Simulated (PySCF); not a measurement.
# SH₂: structure of the singlet

The task is one start of a wider search on SH₂: the singlet, from a linear start. It is relaxed, tested by its Hessian and followed downhill if it is a saddle.

Computed with PySCF 2.14.0. Level: PBE, basis S def2-TZVP, H def2-TZVP, no relativity, density fitting.

**1. Starting geometry**

3 atoms, charge 0, spin multiplicity 1.

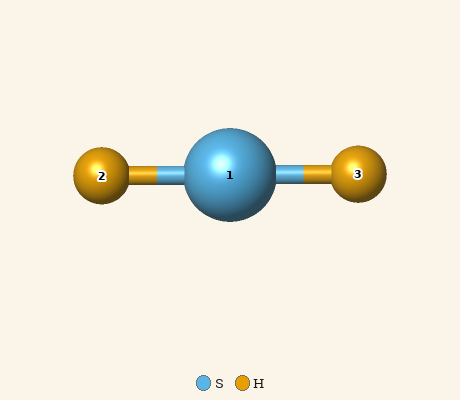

The starting geometry (sulfur blue, hydrogen amber); atoms are numbered from 1 in the order of the file.

Z-matrix (Å, degrees; charge 0 multiplicity 1):
```
S
H  1 1.3500
H  1 1.3500 2 180.00
```

**2. Finding the electronic state**

One driver script runs all steps and calls PySCF; scf.py shows how it sets up the SCF of each step. The optimiser is the driver's own. After this first run the driver tries any further starts and a stability analysis.

scf.py reads:

```python
from pyscf import gto, scf, dft
mol = gto.M(atom='''
S      0.000000     0.000000     0.000000
H      0.000000     0.000000     1.350000
H      0.000000     0.000000    -1.350000''',
    basis={'S': 'def2-TZVP', 'H': 'def2-TZVP'},
    charge=0, spin=0)
mf = dft.RKS(mol, xc='PBE')
mf.grids.atom_grid = (50, 194)
aux = {'S': 'def2-universal-JKFIT', 'H': 'def2-universal-JKFIT'}
mf = mf.density_fit(auxbasis=aux)
mf.conv_tol = 1e-08
mf.diis_space = 10
mf.max_cycle = 60
mf.init_guess = 'minao'
mf.verbose = 4
mf.kernel()
```

The run is started by

```sh
$ OMP_NUM_THREADS=2 python axn.py task.json out
```

The log of the run:

```text
init E= -399.150186148451
  HOMO = -0.279923191730409  LUMO = -0.147080133961435  gap/eV = 3.61484
cycle= 1 E= -399.092431225377  delta_E= 0.0578  |g|= 0.282  |ddm|= 1.09
  HOMO = -0.165634097013302  LUMO = -0.124567769697258  gap/eV = 1.11747
cycle= 2 E= -399.082328113867  delta_E= 0.0101  |g|= 0.371  |ddm|= 0.702
  HOMO = -0.223787734993543  LUMO = -0.149040755707439  gap/eV = 2.03397
cycle= 3 E= -399.11971171719  delta_E= -0.0374  |g|= 0.0265  |ddm|= 0.368
  HOMO = -0.22502142763616  LUMO = -0.146788724962196  gap/eV = 2.12882
cycle= 4 E= -399.119821766051  delta_E= -0.00011  |g|= 0.000471  |ddm|= 0.0173
  HOMO = -0.225067938333821  LUMO = -0.146925218652356  gap/eV = 2.12637
cycle= 5 E= -399.119821817971  delta_E= -5.19e-08  |g|= 0.000132  |ddm|= 0.000731
  HOMO = -0.22503381005488  LUMO = -0.146880454718644  gap/eV = 2.12666
cycle= 6 E= -399.119821823423  delta_E= -5.45e-09  |g|= 1.82e-05  |ddm|= 0.000163
  HOMO = -0.225040728424485  LUMO = -0.146888631465902  gap/eV = 2.12663
Extra cycle  E= -399.119821823465  delta_E= -4.2e-11  |g|= 1.67e-05  |ddm|= 3.85e-05
converged SCF energy = -399.119821823465
```

This step, with its further starts and checks, ran for 2.5 s (2 threads of Arm Neoverse V1, shared host).

The starts that the driver tried:

```csv
start,energy (Eh)
the minimal-basis guess,-399.119822
a thermally smeared density,-399.119822
a smeared PBE density,-399.119822
```

No lower closed-shell solution turned up from the other starts or in the test of internal stability.

**3. Linear start, singlet: relaxation**

The program finds D∞h symmetry in the start, which this walk keeps. Threshold on the gradient: 0.0003 Eh/bohr, with a further test on the energy change.

scf.py, as its differences from that of step 2:

```diff
@@ -15 +14,0 @@
-mf.init_guess = 'minao'
```

Steps of the walk:

```csv
step,energy (Eh),change (kJ/mol),largest symmetric gradient (Eh/bohr)
0,-399.119822,0.00,0.01304
1,-399.120459,-1.67,0.00153
2,-399.120467,-1.70,0.00011
3,-399.120468,-1.70,0.00001
```

The walk took 1.1 s.

Geometry (Å) and forces (eV/Å) at some steps:

```
step 0
S    0.000   0.000   0.000   0.000   0.000   0.000
H    0.000   0.000   1.350   0.000   0.000  -0.671
H    0.000   0.000  -1.350   0.000   0.000   0.671
step 1
S    0.000   0.000   0.000   0.000   0.000   0.000
H    0.000   0.000   1.327   0.000   0.000  -0.079
H    0.000   0.000  -1.327   0.000   0.000   0.079
step 2
S    0.000   0.000   0.000   0.000   0.000   0.000
H    0.000   0.000   1.324   0.000   0.000   0.006
H    0.000   0.000  -1.324   0.000   0.000  -0.006
step 3
S    0.000   0.000   0.000   0.000   0.000   0.000
H    0.000   0.000   1.324   0.000   0.000   0.000
H    0.000   0.000  -1.324   0.000   0.000   0.000
```

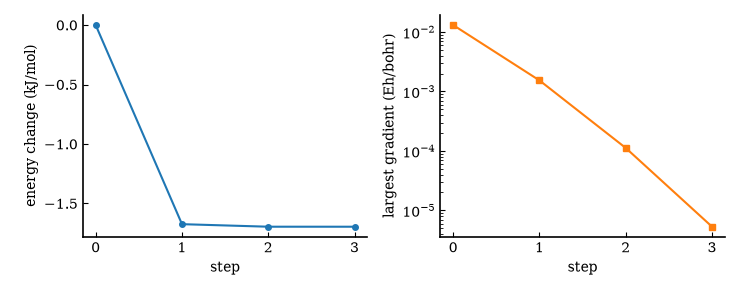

Energy and largest gradient along the walk.

It settles in D∞h symmetry, 1.7 kJ/mol below the start, after 3 steps: S–H 1.324 Å (×2); H–S–H 180.0°.

**4. Vibrations and properties at this point**

On the finer grid the gradient is checked again; gradients at displacements of ±0.02 bohr then give force constants and infrared intensities.

scf.py, as its differences from that of step 3:

```diff
@@ -4,2 +4,2 @@
-H      0.000000     0.000000     1.350000
-H      0.000000     0.000000    -1.350000''',
+H     -0.000000     0.000000     1.324408
+H      0.000000    -0.000000    -1.324408''',
@@ -9 +9 @@
-mf.grids.atom_grid = (50, 194)
+mf.grids.atom_grid = (75, 302)
@@ -12 +12 @@
-mf.conv_tol = 1e-08
+mf.conv_tol = 1e-10
```

This SCF starts from the last density.

Log of the central SCF (cycles and frontier levels):

```text
init E= -399.120474986173
  HOMO = -0.226746321463033  LUMO = -0.139822360929983  gap/eV = 2.36532
cycle= 1 E= -399.120474986173  delta_E= -6.82e-13  |g|= 8.42e-08  |ddm|= 1.46e-07
  HOMO = -0.226746291493813  LUMO = -0.139822346395203  gap/eV = 2.36532
Extra cycle  E= -399.120474986173  delta_E=    0  |g|= 1.03e-07  |ddm|= 1.75e-07
converged SCF energy = -399.120474986173
```

The whole step took 3.7 s.

Geometry: D∞h; S–H 1.324 Å (×2); H–S–H 180.0°.

Harmonic modes (main isotopes):

```csv
symmetry,ω (cm⁻¹),IR (km/mol),μ (u)
πu,1726i,742,1.07
σg+,2753,0.0,1.01
σu+,2910,485,1.07
```

2 modes are imaginary, the largest at 1726i cm⁻¹: a saddle point, not a minimum.

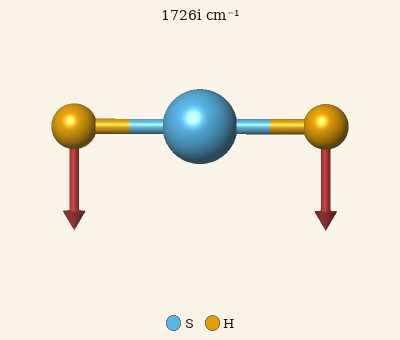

The imaginary mode, as arrows.

Properties at this point:

```yaml
Dipole_moment: 0.00 D
Highest_occupied_level: -6.17 eV
Lowest_empty_level: -3.80 eV
Rotational_constants: 4.768 cm⁻¹
Zero-point_energy_real_modes: 33.9 kJ/mol
Principal_polarisabilities: 16.4, 16.4, 21.5 bohr³
Atomisation_energy_without_zero-point_energy: 480 kJ/mol
Principal_traceless_quadrupole_moments_about_the_centre_of_mass: -4.22, -4.22, 8.44 D Å
```

Populations by atom (charges in e):

```
atom  Mulliken  Löwdin  polar tensor  Mayer order to S1
  S1     -0.59   -0.21         -0.89                  –
H2,3      0.29    0.10          0.44               0.86
```

Outer orbital energies (eV). occupied: -208.59, -154.79, -154.53, -154.53, -18.42, -13.17, -6.17, -6.17; empty: -3.80, 1.78, 2.83, 6.88.

Mulliken populations on S1: s 5.57, p 10.99, d 0.02, f 0.01.

**5. Leaving the saddle point**

The atoms are moved a little along the softest imaginary mode and relaxed again.

The program finds C2v symmetry in the start, which this walk keeps. Threshold on the gradient: 0.0003 Eh/bohr, with a further test on the energy change.

scf.py, as its differences from that of step 4:

```diff
@@ -3,3 +3,3 @@
-S      0.000000     0.000000     0.000000
-H     -0.000000     0.000000     1.324408
-H      0.000000    -0.000000    -1.324408''',
+S     -0.000000     0.007565     0.000000
+H      0.000000    -0.120000     1.324408
+H      0.000000    -0.120000    -1.324408''',
@@ -9 +9 @@
-mf.grids.atom_grid = (75, 302)
+mf.grids.atom_grid = (50, 194)
@@ -12 +12 @@
-mf.conv_tol = 1e-10
+mf.conv_tol = 1e-08
```

Steps of the walk:

```csv
step,energy (Eh),change (kJ/mol),largest symmetric gradient (Eh/bohr)
0,-399.126450,0.00,0.04772
1,-399.161566,-92.20,0.08190
2,-399.201515,-197.08,0.04369
3,-399.214619,-231.49,0.03781
4,-399.225691,-260.56,0.01163
5,-399.226603,-262.95,0.00529
6,-399.226652,-263.08,0.00093
7,-399.226653,-263.08,0.00002
```

The walk took 3 s.

Geometry (Å) and forces (eV/Å) at some steps:

```
step 0
S    0.000   0.008   0.000   0.000   2.454   0.000
H    0.000  -0.120   1.324   0.000  -1.227  -0.146
H    0.000  -0.120  -1.324   0.000  -1.227   0.146
step 1
S    0.000   0.174   0.000   0.000   4.212   0.000
H    0.000  -0.203   1.298   0.000  -2.106  -0.690
H    0.000  -0.203  -1.298   0.000  -2.106   0.690
step 4
S    0.000   0.538   0.000   0.000  -0.452   0.000
H    0.000  -0.385   1.021   0.000   0.226  -0.598
H    0.000  -0.385  -1.021   0.000   0.226   0.598
step 7
S    0.000   0.550   0.000   0.000  -0.001   0.000
H    0.000  -0.391   0.971   0.000   0.000  -0.001
H    0.000  -0.391  -0.971   0.000   0.000   0.001
```

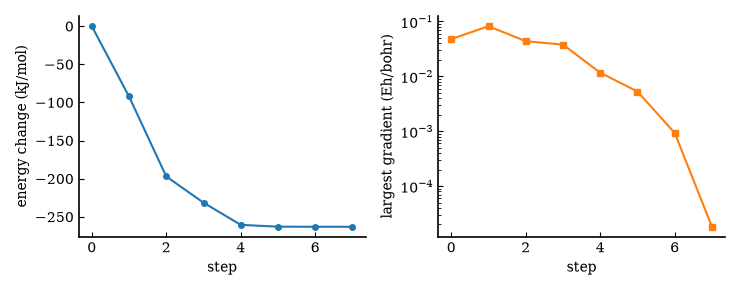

How energy and gradient fall.

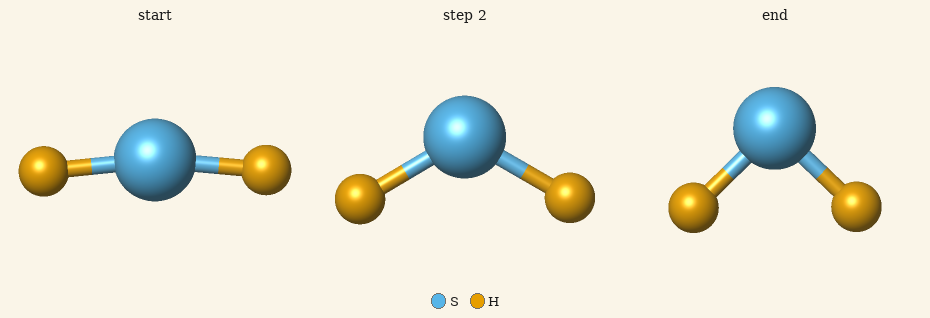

The geometry along the walk, at one scale.

After 7 steps and 263.1 kJ/mol it ends at C2v: S–H 1.352 Å (×2); H–S–H 91.8°.

**6. Frequencies**

The same treatment as at the point before.

scf.py, as its differences from that of step 5:

```diff
@@ -3,3 +3,3 @@
-S     -0.000000     0.007565     0.000000
-H      0.000000    -0.120000     1.324408
-H      0.000000    -0.120000    -1.324408''',
+S     -0.000000     0.055829     0.000000
+H      0.000000    -0.885560     0.970790
+H      0.000000    -0.885560    -0.970790''',
@@ -9 +9 @@
-mf.grids.atom_grid = (50, 194)
+mf.grids.atom_grid = (75, 302)
@@ -12 +12 @@
-mf.conv_tol = 1e-08
+mf.conv_tol = 1e-10
```

Log of the central SCF (cycles and frontier levels):

```text
init E= -399.226663620842
  HOMO = -0.227308494619937  LUMO = -0.0186212826465806  gap/eV = 5.67867
cycle= 1 E= -399.22666362084  delta_E= 1.71e-12  |g|= 1.63e-07  |ddm|= 2.52e-07
  HOMO = -0.227308529582693  LUMO = -0.0186213047433789  gap/eV = 5.67867
Extra cycle  E= -399.226663620842  delta_E= -1.93e-12  |g|= 2.28e-07  |ddm|= 3.43e-07
converged SCF energy = -399.226663620842
```

The whole step ran for 5 s (2 threads of Arm Neoverse V1, shared host).

Geometry: C2v; S–H 1.352 Å (×2); H–S–H 91.8°.

Modes, for the most abundant isotopes:

```json
{"symmetry": "a1", "ω (cm⁻¹)": "1170", "IR (km/mol)": "0.0", "μ (u)": "1.04", "type": "bend"}
{"symmetry": "a1", "ω (cm⁻¹)": "2630", "IR (km/mol)": "0.1", "μ (u)": "1.04", "type": "stretch"}
{"symmetry": "b2", "ω (cm⁻¹)": "2647", "IR (km/mol)": "0.2", "μ (u)": "1.04", "type": "stretch"}
```

No imaginary mode, so this is a minimum.

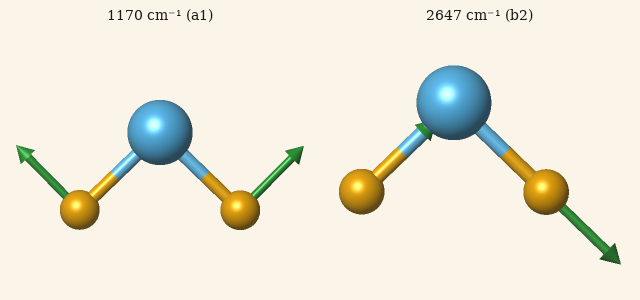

Displacements of 2 of the modes, as arrows (one member where a mode is degenerate).

Constants and moments:

- Dipole moment: 1.13 D
- Highest occupied level: -6.19 eV
- Lowest empty level: -0.51 eV
- Rotational constants: 10.03, 8.874, 4.709 cm⁻¹
- Zero-point energy: 38.6 kJ/mol
- Principal polarisabilities: 15.0, 19.9, 20.6 bohr³
- Atomisation energy without zero-point energy: 759 kJ/mol
- Principal traceless quadrupole moments about the centre of mass: -3.84, 1.13, 2.71 D Å
- Entropy at 298.15 K and 1 bar: 205.9 J/(mol K)
- Heat capacity Cp at 298.15 K: 34.2 J/(mol K)
- Enthalpy at 298.15 K above 0 K: 9.97 kJ/mol
- Rotational symmetry number: 2

Charges (e) and bond orders:

```json
{"atom": "S1", "Mulliken": "-0.33", "Löwdin": "-0.07", "polar tensor": "-0.11", "Mayer order to S1": "–"}
{"atom": "H2,3", "Mulliken": "0.17", "Löwdin": "0.04", "polar tensor": "0.06", "Mayer order to S1": "0.97"}
```

Outer orbital energies (eV). occupied: -208.88, -155.06, -154.96, -154.76, -18.38, -10.91, -8.99, -6.19; empty: -0.51, -0.12, 4.36, 5.08.

Mulliken populations on S1: s 5.86, p 10.39, d 0.08, f 0.01.

**7. Stability of the closed shell**

At the lowest minimum the closed shell is tested against spin polarisation, on the (50, 194) grid. It is stable.

**8. All stationary points**

| spin | group | bonds | imaginary modes (cm⁻¹) | ΔE (kJ/mol) | with zero-point energy |
| --- | --- | --- | --- | --- | --- |
| singlet | C2v | S–H 1.352 Å (×2) | none | 0.0 | 0.0 |
| singlet | D∞h | S–H 1.324 Å (×2) | 1726i, 1726i | 278.8 | – |

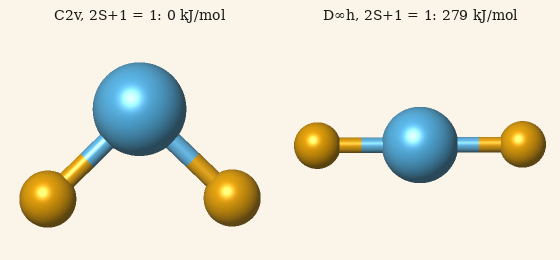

The points, lowest first (sulfur blue, hydrogen amber).

**9. Summary of results**

| quantity | value |
| --- | --- |
| minimum | singlet, C2v |
| geometry | S–H 1.352 Å (×2); H–S–H 91.8° |
| wavenumbers (cm⁻¹) | 1170 (a1), 2630 (a1), 2647 (b2) |
| dipole moment | 1.13 D |
| highest occupied, lowest empty level | -6.19, -0.51 eV |
| polar-tensor charge of S1 | -0.11 e |
| zero-point energy | 38.6 kJ/mol |
| entropy at 298.15 K | 205.9 J/(mol K) |
| atomisation energy (no zero-point energy) | 759 kJ/mol |

From D∞h at the start the molecule goes to a C2v minimum, after a stop at a second-order saddle point 278.8 kJ/mol higher, from which it was pushed off along an imaginary mode. Only this shape and spin were tried, so other structures or states may lie lower.

The search up to here took 16 s.
